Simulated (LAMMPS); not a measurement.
Simulation of Al (fcc), 4000 atoms, at 560 K and 5 GPa, heated as the crystal.

Level of theory: classical MD, pair style eam/fs, file AlFe_mm.eam.fs (LAMMPS).

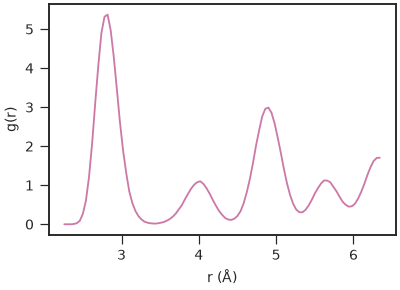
*g(r) against r (Å)*

Read from the full data:
- state found: crystal; no diffusion seen in 30 ps
- first peak of g(r): 2.80 Å, height 5.4
- coordination number: 12.0 (counted to 3.42 Å)

Caution: the potential EAM-type AlFe_mm.eam.fs is made for dilute Fe in Al. Caution: a run this short can hold a crystal over, or a liquid under, the potential's own melting point, which these runs don't give.
